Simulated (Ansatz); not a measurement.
**BNHO+ (quintet): wave-function methods side by side, cc-pVDZ**

How much of the correlation energy of BNHO+ (quintet) does each wave-function method recover here?

Method: cc-pVDZ, core rule «outside noble gas», up to 3 orbitals frozen; program: Ansatz 0.2.0, Gaussian basis.

Plan: UHF; CCSD(T) on ROHF; CCSD(T) on UHF; BCCD(T) on ROHF; CISD as a restricted active space (open shells left free, so some higher excitations enter); CCSDT(Q) on ROHF; CCSDT(Q) on UHF.

31 further runs of the same task are left out: 6 for a known fault of the program, 12 that didn't finish, 13 set aside as unsound or not needed. Runs told in other sessions of the task aren't counted.

## 1. What is computed

The geometry is a PBE0/def2-TZVP stationary point (not a proven minimum) of the parent state, kept for this charge and spin.

4 atoms, charge 1, spin multiplicity 5.

Atoms are counted from 1 here; the program's logs count them from 0.

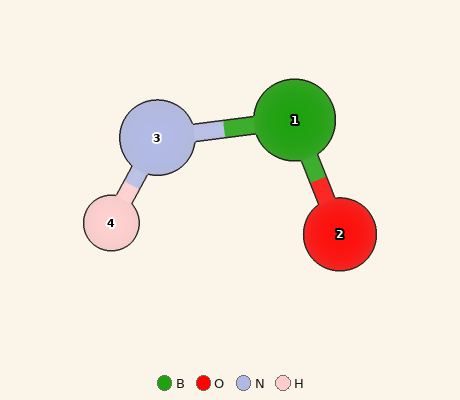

The geometry (boron green, oxygen red, nitrogen light blue, hydrogen pink); atoms are numbered from 1 in the order of the file.

In the tables R marks a restricted open-shell determinant and U an unrestricted one; energies count from the table's Hartree-Fock row.

## 2. UHF

File in.yaml:

```yaml
crystal:
  periodic: [false, false, false]
  atoms:
    - {symbol: B, position_ang: [0.000000, -0.641441, 0.112037]}
    - {symbol: O, position_ang: [0.000000, 0.293033, 1.012076]}
    - {symbol: N, position_ang: [0.000000, 0.081208, -1.152009]}
    - {symbol: H, position_ang: [0.000000, 1.100079, -1.258002]}
basis:
  gaussian: {orbitals: cc-pVDZ}
total_charge: 1
magnetization: {spin_polarized: true, initial_magnetization: 4}
hamiltonian: {xc: hf}
output: {orbitals: {seedname: orbitals}}
```

Run with:

```bash
$ ansatz run in.yaml --threads 1 --pin off --events-out ev --progress --plain --max-ram 2393MiB
```

Output:

```text
Functional definition: HF
  name "HF"
  cite "Fock, Z. Phys. 61, 126 (1930) doi:10.1007/BF01340294"
  parent pbe
  exchange = exact_x
  correlation = 0
442 factors; integrals over basis functions are off by at most 1.4e-3 eV
mean field evaluation 1: about -4191.0461 eV, gradient 2.0e1 eV
mean field evaluation 2: about -4191.2236 eV, gradient 2.0e1 eV
mean field evaluation 4: about -4193.4755 eV, gradient 3.3e0 eV
mean field evaluation 8: about -4193.6521 eV, gradient 3.6e-1 eV
mean field evaluation 16: about -4193.6972 eV, gradient 7.5e-1 eV
mean field evaluation 32: about -4190.1289 eV, gradient 2.1e1 eV
mean field evaluation 64: about -4191.4863 eV, gradient 3.6e0 eV
mean field evaluation 96: about -4194.1200 eV, gradient 8.0e-6 eV
mean field -4194.12004410 eV, -154.1310687439 hartree, gradient 8.0e-6 eV, S^2 6.023425; 2 other end points of the search recorded, 0 dependent functions left out
reference -4194.12004410 eV, -154.1310687439 hartree; 12, 8 occupied and 35, 39 virtual orbitals, 442 factors
Total energy: -4194.12004410 eV, -154.1310687439 hartree
```

It took 0.57 s on 1 thread of Arm Neoverse V1, shared host.

From the report: ⟨S²⟩ of the determinant 6.023 (pure quintet: 6.00).

## 3. CCSD(T) on ROHF

in.yaml: that of step 2 with these lines changed.

```diff
@@ -10,4 +10,4 @@
 total_charge: 1
-magnetization: {spin_polarized: true, initial_magnetization: 4}
-hamiltonian: {xc: hf}
-output: {orbitals: {seedname: orbitals}}
+magnetization: {spin_polarized: false, initial_magnetization: 4}
+correlation: {method: ccsd_t, electrons: outside_noble_gas}
+output: {forces: true}
```

The command is unchanged.

Output (excerpt; [...] marks lines left out):

```text
Functional definition: HF
  name "HF"
  cite "Fock, Z. Phys. 61, 126 (1930) doi:10.1007/BF01340294"
  parent pbe
[...]
442 factors; integrals over basis functions are off by at most 1.4e-3 eV
[...]
mean field -4193.81321000 eV, -154.1197927990 hartree, gradient 1.9e-6 eV, S^2 6.000000; 11 other end points of the search recorded, 0 dependent functions left out
[...]
determinant -4193.81321000 eV, -154.1197927990 hartree, with singles and doubles -4202.66078010 eV, -154.4449350029 hartree
determinant -4193.33825489 eV, -154.1023385204 hartree, with singles and doubles -4202.22276200 eV, -154.4288381344 hartree
determinant -4191.25391591 eV, -154.0257404757 hartree, with singles and doubles -4200.47520711 eV, -154.3646166768 hartree
determinant -4189.00966372 eV, -153.9432657291 hartree, with singles and doubles -4198.22015982 eV, -154.2817452174 hartree
[...]
3 core orbitals not correlated: weight in the atoms' cores, before any rotation towards them, 1.000 or more for the frozen orbitals, at most 0.000 for the correlated occupied ones
reference -4193.81321000 eV, -154.1197927990 hartree; 9, 5 occupied and 35, 39 virtual orbitals, 442 factors
second order -7.65219265 eV of doubles, -0.18976991 eV of singles
cycle   1  -8.85592594 eV  change    2.7e-6 eV  update   3.5e-6
[...]
cycle   6  -8.85592620 eV  change    3.0e-7 eV  update   1.9e-7
perturbative correction -0.21762160 eV, -0.0079974461 hartree
[...]
Total energy: -4202.88675780 eV, -154.4532395302 hartree
Atom 0 at     0.000000    -0.641441     0.112037 Å, force    -0.000000    -4.751854    -0.696552 eV/Å
Atom 1 at     0.000000     0.293033     1.012076 Å, force     0.000000     2.881455     3.745234 eV/Å
Atom 2 at     0.000000     0.081208    -1.152009 Å, force    -0.000000     0.912200    -1.901231 eV/Å
Atom 3 at     0.000000     1.100079    -1.258002 Å, force    -0.000000     0.958198    -1.147451 eV/Å
Dipole moment:    -0.000000     0.150533    -0.600969 e Å
```

Run time: 12 s. Hardware: 1 thread of Arm Neoverse V1, shared host.

From the report: correlation -9.0735 eV; T1 0.034; largest double amplitude 0.06.

## 4. CCSD(T) on UHF

in.yaml: that of step 3 with these lines changed.

```diff
@@ -10,3 +10,3 @@
 total_charge: 1
-magnetization: {spin_polarized: false, initial_magnetization: 4}
+magnetization: {spin_polarized: true, initial_magnetization: 4}
 correlation: {method: ccsd_t, electrons: outside_noble_gas}
```

The command is unchanged.

Output (excerpt; [...] marks lines left out):

```text
Functional definition: HF
  name "HF"
  cite "Fock, Z. Phys. 61, 126 (1930) doi:10.1007/BF01340294"
  parent pbe
[...]
442 factors; integrals over basis functions are off by at most 1.4e-3 eV
[...]
mean field -4194.12004410 eV, -154.1310687439 hartree, gradient 1.5e-6 eV, S^2 6.023425; 9 other end points of the search recorded, 0 dependent functions left out
determinant -4194.12004410 eV, -154.1310687439 hartree, with singles and doubles -4202.66872283 eV, -154.4452268928 hartree
determinant -4193.65612418 eV, -154.1140200014 hartree, with singles and doubles -4202.23191285 eV, -154.4291744220 hartree
determinant -4191.62997873 eV, -154.0395605296 hartree, with singles and doubles -4200.48413858 eV, -154.3649449022 hartree
determinant -4194.12004410 eV, -154.1310687439 hartree, with singles and doubles -4202.67556100 eV, -154.4454781911 hartree
[...]
3 core orbitals not correlated: weight in the atoms' cores, before any rotation towards them, 1.000 or more for the frozen orbitals, at most 0.000 for the correlated occupied ones
reference -4194.12004410 eV, -154.1310687439 hartree; 9, 5 occupied and 35, 39 virtual orbitals, 442 factors
second order -7.55628226 eV of doubles, -0.00000000 eV of singles
cycle   1  -8.55551460 eV  change    2.3e-6 eV  update   4.0e-6
[...]
cycle   7  -8.55551741 eV  change    2.5e-7 eV  update   1.9e-7
perturbative correction -0.21262486 eV, -0.0078138195 hartree
[...]
Total energy: -4202.88818637 eV, -154.4532920291 hartree
Atom 0 at     0.000000    -0.641441     0.112037 Å, force    -0.000000    -4.751320    -0.698434 eV/Å
Atom 1 at     0.000000     0.293033     1.012076 Å, force     0.000000     2.881565     3.745234 eV/Å
Atom 2 at     0.000000     0.081208    -1.152009 Å, force    -0.000000     0.913170    -1.899075 eV/Å
Atom 3 at     0.000000     1.100079    -1.258002 Å, force     0.000000     0.956586    -1.147725 eV/Å
Dipole moment:    -0.000000     0.150509    -0.601043 e Å
```

It took 11 s on 1 thread of Arm Neoverse V1, shared host.

From the report: ⟨S²⟩ of the determinant 6.023 (pure quintet: 6.00); correlation -8.7681 eV; T1 0.027; largest double amplitude 0.06.

## 5. BCCD(T) on ROHF

in.yaml: that of step 4 with these lines changed.

```diff
@@ -10,4 +10,3 @@
 total_charge: 1
-magnetization: {spin_polarized: true, initial_magnetization: 4}
-correlation: {method: ccsd_t, electrons: outside_noble_gas}
-output: {forces: true}
+magnetization: {spin_polarized: false, initial_magnetization: 4}
+correlation: {method: bccd_t, electrons: outside_noble_gas}
```

The command is unchanged.

Output (excerpt; [...] marks lines left out):

```text
Functional definition: HF
  name "HF"
  cite "Fock, Z. Phys. 61, 126 (1930) doi:10.1007/BF01340294"
  parent pbe
[...]
442 factors; integrals over basis functions are off by at most 1.4e-3 eV
[...]
mean field -4193.81321000 eV, -154.1197927990 hartree, gradient 1.9e-6 eV, S^2 6.000000; 11 other end points of the search recorded, 0 dependent functions left out
[...]
determinant -4193.81321000 eV, -154.1197927990 hartree, with singles and doubles -4202.66078010 eV, -154.4449350029 hartree
determinant -4193.33825489 eV, -154.1023385204 hartree, with singles and doubles -4202.22276200 eV, -154.4288381344 hartree
determinant -4191.25391591 eV, -154.0257404757 hartree, with singles and doubles -4200.47520711 eV, -154.3646166768 hartree
determinant -4189.00966372 eV, -153.9432657291 hartree, with singles and doubles -4198.22015982 eV, -154.2817452174 hartree
determinant -4193.81321000 eV, -154.1197927990 hartree, with singles and doubles -4202.66913865 eV, -154.4452421740 hartree
determinant -4193.33825489 eV, -154.1023385204 hartree, with singles and doubles -4202.23060932 eV, -154.4291265181 hartree
3 core orbitals not correlated: weight in the atoms' cores, before any rotation towards them, 1.000 or more for the frozen orbitals, at most 0.000 for the correlated occupied ones
reference -4193.81321000 eV, -154.1197927990 hartree; 9, 5 occupied and 35, 39 virtual orbitals, 442 factors
second order -7.65219265 eV of doubles, -0.18976991 eV of singles
cycle   1  -8.83276361 eV  change    2.3e-2 eV  update   1.9e-2
[...]
cycle  13  -8.83094337 eV  change   -2.4e-6 eV  update   1.2e-5
perturbative correction -0.24067671 eV, -0.0088447059 hartree
Total energy: -4202.88483008 eV, -154.4531686879 hartree
```

Run time: 7.5 s. Hardware: 1 thread of Arm Neoverse V1, shared host.

From the report: correlation -9.0716 eV; largest double amplitude 0.06.

## 6. CISD as a restricted active space (open shells left free, so some higher excitations enter)

in.yaml: that of step 5 with these lines changed.

```diff
@@ -11,2 +11,2 @@
 magnetization: {spin_polarized: false, initial_magnetization: 4}
-correlation: {method: bccd_t, electrons: outside_noble_gas}
+correlation: {active_space: {ras: {orbitals: [5, 4, 35], electrons: 14, max_holes: 2, max_particles: 2}, fixed_orbitals: true}}
```

The command is unchanged.

Output:

```text
Functional definition: HF
  name "HF"
  cite "Fock, Z. Phys. 61, 126 (1930) doi:10.1007/BF01340294"
  parent pbe
  exchange = exact_x
  correlation = 0
442 factors; integrals over basis functions are off by at most 1.4e-3 eV
mean field evaluation 1: about -4191.0056 eV, gradient 2.4e1 eV
mean field evaluation 2: about -4191.1666 eV, gradient 2.4e1 eV
mean field evaluation 4: about -4193.2052 eV, gradient 5.6e0 eV
mean field evaluation 8: about -4193.3346 eV, gradient 7.1e-1 eV
mean field evaluation 16: about -4193.3818 eV, gradient 5.4e-1 eV
mean field evaluation 32: about -4187.3898 eV, gradient 2.1e1 eV
mean field evaluation 64: about -4193.3383 eV, gradient 2.0e-3 eV
mean field evaluation 96: about -4193.7685 eV, gradient 1.0e0 eV
mean field evaluation 128: about -4191.0056 eV, gradient 2.4e1 eV
mean field -4193.81321000 eV, -154.1197927990 hartree, gradient 1.9e-6 eV, S^2 6.000000; 10 other end points of the search recorded, 0 dependent functions left out
reference -4193.81321000 eV, -154.1197927990 hartree; 12, 8 occupied and 35, 39 virtual orbitals, 442 factors
state -4202.03288781 eV, -154.4218603868 hartree
Total energy: -4202.03288781 eV, -154.4218603868 hartree
```

It took 31 s on 1 thread of Arm Neoverse V1, shared host.

From the report: 413,144 determinants.

## 7. CCSDT(Q) on ROHF

in.yaml: that of step 6 with these lines changed.

```diff
@@ -11,2 +11,2 @@
 magnetization: {spin_polarized: false, initial_magnetization: 4}
-correlation: {active_space: {ras: {orbitals: [5, 4, 35], electrons: 14, max_holes: 2, max_particles: 2}, fixed_orbitals: true}}
+correlation: {method: ccsdt_q, electrons: outside_noble_gas}
```

The command is unchanged.

Output (excerpt; [...] marks lines left out):

```text
Functional definition: HF
  name "HF"
  cite "Fock, Z. Phys. 61, 126 (1930) doi:10.1007/BF01340294"
  parent pbe
[...]
861 factors; integrals over basis functions are off by at most 2.3e-7 eV
[...]
mean field -4193.81328497 eV, -154.1197955539 hartree, gradient 1.6e-6 eV, S^2 6.000000; 11 other end points of the search recorded, 0 dependent functions left out
[...]
determinant -4193.81328497 eV, -154.1197955539 hartree, with singles and doubles -4202.66085200 eV, -154.4449376450 hartree
determinant -4193.33833367 eV, -154.1023414155 hartree, with singles and doubles -4202.22283570 eV, -154.4288408431 hartree
determinant -4191.25399814 eV, -154.0257434977 hartree, with singles and doubles -4200.47528496 eV, -154.3646195379 hartree
determinant -4189.00976943 eV, -153.9432696136 hartree, with singles and doubles -4198.22026236 eV, -154.2817489859 hartree
determinant -4193.81328497 eV, -154.1197955539 hartree, with singles and doubles -4202.66921049 eV, -154.4452448140 hartree
determinant -4193.33833367 eV, -154.1023414155 hartree, with singles and doubles -4202.23068299 eV, -154.4291292256 hartree
3 core orbitals not correlated: weight in the atoms' cores, before any rotation towards them, 1.000 or more for the frozen orbitals, at most 0.000 for the correlated occupied ones
reference -4193.81328497 eV, -154.1197955539 hartree; 9, 5 occupied and 35, 39 virtual orbitals, 861 factors
second order -7.65221141 eV of doubles, -0.18976967 eV of singles
cycle   1  -8.46277094 eV  change   -6.2e-1 eV  update   8.7e-2
[...]
cycle  26  -9.11294389 eV  change    1.1e-6 eV  update   1.4e-6
perturbative correction -0.01229022 eV, -0.0004516572 hartree
Total energy: -4202.93851908 eV, -154.4551417220 hartree
```

It took 83 s on 1 thread of Arm Neoverse V1, shared host; peak memory 0.84 GiB.

From the report: correlation -9.1252 eV; T1 0.037; largest double amplitude 0.08.

## 8. CCSDT(Q) on UHF

in.yaml: that of step 7 with these lines changed.

```diff
@@ -10,3 +10,3 @@
 total_charge: 1
-magnetization: {spin_polarized: false, initial_magnetization: 4}
+magnetization: {spin_polarized: true, initial_magnetization: 4}
 correlation: {method: ccsdt_q, electrons: outside_noble_gas}
```

Launched as before.

Output (excerpt; [...] marks lines left out):

```text
Functional definition: HF
  name "HF"
  cite "Fock, Z. Phys. 61, 126 (1930) doi:10.1007/BF01340294"
  parent pbe
[...]
861 factors; integrals over basis functions are off by at most 2.3e-7 eV
[...]
mean field -4194.12011824 eV, -154.1310714687 hartree, gradient 1.1e-6 eV, S^2 6.023425; 9 other end points of the search recorded, 0 dependent functions left out
determinant -4194.12011824 eV, -154.1310714687 hartree, with singles and doubles -4202.66879467 eV, -154.4452295330 hartree
determinant -4193.65620209 eV, -154.1140228646 hartree, with singles and doubles -4202.23198621 eV, -154.4291771179 hartree
determinant -4191.63006058 eV, -154.0395635373 hartree, with singles and doubles -4200.48421653 eV, -154.3649477669 hartree
determinant -4194.12011824 eV, -154.1310714687 hartree, with singles and doubles -4202.67563284 eV, -154.4454808310 hartree
determinant -4193.65620209 eV, -154.1140228646 hartree, with singles and doubles -4202.23848858 eV, -154.4294160757 hartree
3 core orbitals not correlated: weight in the atoms' cores, before any rotation towards them, 1.000 or more for the frozen orbitals, at most 0.000 for the correlated occupied ones
reference -4194.12011824 eV, -154.1310714687 hartree; 9, 5 occupied and 35, 39 virtual orbitals, 861 factors
second order -7.55630082 eV of doubles, -0.00000000 eV of singles
cycle   1  -8.17133603 eV  change   -6.2e-1 eV  update   8.5e-2
[...]
cycle  26  -8.80796020 eV  change    1.1e-6 eV  update   1.3e-6
perturbative correction -0.01605055 eV, -0.0005898469 hartree
Total energy: -4202.94412899 eV, -154.4553478826 hartree
```

Wall time 72 s (1 thread of Arm Neoverse V1, shared host); peak memory 0.62 GiB.

From the report: ⟨S²⟩ of the determinant 6.023 (pure quintet: 6.00); correlation -8.8240 eV; T1 0.029; largest double amplitude 0.08.

## 9. The ladder

The yardstick is UCCSDT(Q), where the cluster series has nearly closed. Rows without a time are mean-field rows or come out of runs for another level: lower rungs of the coupled-cluster runs, or the Hartree-Fock search. The times of RCCSD(T), UCCSD(T) include forces.

Differences are taken before rounding.

| method | energy from the lowest ROHF (meV) | from UCCSDT(Q) (meV) | time |
| --- | --- | --- | --- |
| ROHF | 0.0 | +9130.9 |  |
| UHF | -306.8 | +8824.1 |  |
| RMP2 | -7842.0 | +1289.0 |  |
| UMP2 | -7863.1 | +1267.8 |  |
| CISD | -8219.7 | +911.2 | 31 s |
| RCCSD | -8855.9 | +275.0 |  |
| UCCSD | -8862.4 | +268.6 |  |
| RCCSD(T) | -9073.5 | +57.4 | 12 s |
| UCCSD(T) | -9075.0 | +55.9 | 11 s |
| BCCD(T) | -9071.6 | +59.3 | 7.5 s |
| RCCSDT | -9113.0 | +17.9 |  |
| UCCSDT | -9114.9 | +16.1 |  |
| RCCSDT(Q) | -9125.3 | +5.6 | 83 s |
| UCCSDT(Q) | -9130.9 | 0 | 72 s |

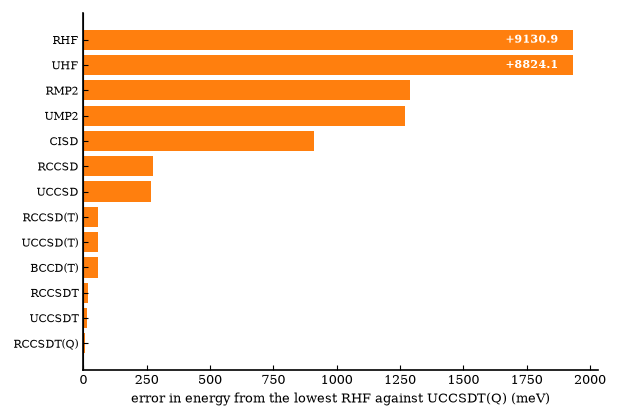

Deviations from UCCSDT(Q), method by method. Bars with a number in them are cut short.

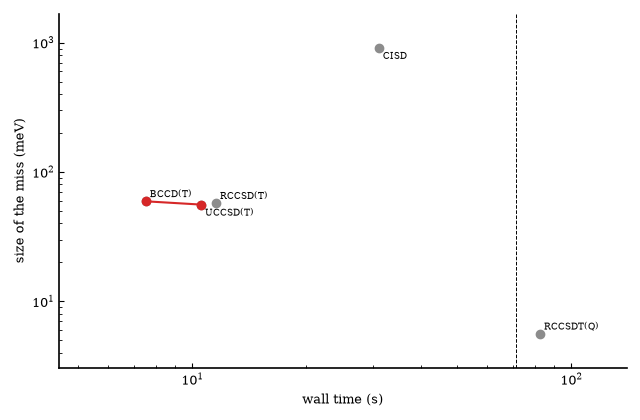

Accuracy for the time spent; red marks the levels that beat every quicker one drawn (of those quicker than the yardstick), and the dashed line is the time of UCCSDT(Q). Times are from a shared host.

## 10. Results

| quantity | value |
| --- | --- |
| UCCSDT(Q) from the ROHF energy | -9.1309 eV |
| RMP2 from UCCSDT(Q) | +1289.0 meV |
| UMP2 from UCCSDT(Q) | +1267.8 meV |
| RCCSD from UCCSDT(Q) | +275.0 meV |
| RCCSD(T) from UCCSDT(Q) | +57.4 meV |
| UCCSD(T) from UCCSDT(Q) | +55.9 meV |
| RCCSDT(Q) from UCCSDT(Q) | +5.6 meV |
| levels within 1 kcal/mol (43 meV) | RCCSDT, UCCSDT, RCCSDT(Q) |
| T1 diagnostic | 0.034 |

In words: RCCSD(T) misses by +57.4 meV, 0.6 % of the correlation energy. These misses are within one basis, not against nature; the frozen cores of restricted and unrestricted runs differ, which can shift their rows.

With open shells the CI space here admits some higher excitations, so it is larger than plain CISD.

For cost: UCCSD(T) gets within 55.9 meV in 11 s, where UCCSDT(Q) took 72 s; the quickest level in the cost chart, BCCD(T), takes 7.5 s and misses by 59.3 meV.
